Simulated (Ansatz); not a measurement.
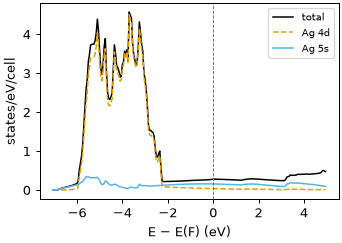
Figure: Total and projected density of states of Ag (simple hexagonal, P6/mmm), PBE in the plane-wave PAW code Ansatz

Which orbitals carry the states next to the Fermi level?

Within 0.5 eV of the Fermi level: Ag 5s 58 %, Ag 4d 14 %, outside the projected shells 28 %. Projections are on Löwdin-orthogonalised atomic valence shells; empty p or d shells of many metals are not among them.

Where is the tallest occupied peak in this window, and what makes it?

Near -3.7 eV, about 4.6 states/eV per cell; the largest projected share is Ag 4d.

The start of the workflow was typed in or built on a structure type; neither database checked (COD, Materials Project) lists it. It is not the phase usual at ambient conditions (space group No. 225). The PBE relaxation kept the symmetry of its start; whether a distortion lowers the energy is not shown. The run is not spin-polarised. Scalar-relativistic: spin–orbit coupling is off unless named, which matters more the heavier the elements.

Potentials: the later of the program's two PAW sets.
